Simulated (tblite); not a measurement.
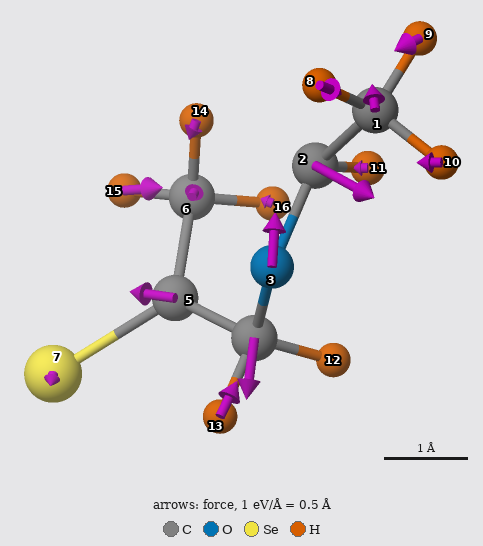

Starting geometry of C$_{5}$H$_{9}$OSe (multiplicity 2) with the computed forces as purple arrows. A ball-and-stick model, seen from a free direction.

Computed with GFN2-xTB geometry optimisation, gas phase in tblite. 

What follows when this structure is relaxed?

It isn't relaxed: the largest force vector, on a C atom, is 2.25 eV/Å. The final displacements have little in common with the starting forces (cosine between the two patterns 0.21). After 86 geometry steps the energy has fallen by 69.1 kJ/mol. The Se atom moves most after the best rigid fit: 0.89 Å. By element the largest moves are Se 0.89 Å, H 0.87 Å, C 0.58 Å, O 0.29 Å. Near-neighbour distances that change, for instance: C–O 1.386 → 1.321 Å, C–O 1.384 → 1.435 Å, C–C 1.526 → 1.481 Å, C–H 1.129 → 1.086 Å. Among the angles between lasting bonds that change: O–C–C 114.9° → 104.5°, C–C–H 110.5° → 120.7°, C–C–C 123.8° → 113.9°. Groups turn about C–O by about 20°.
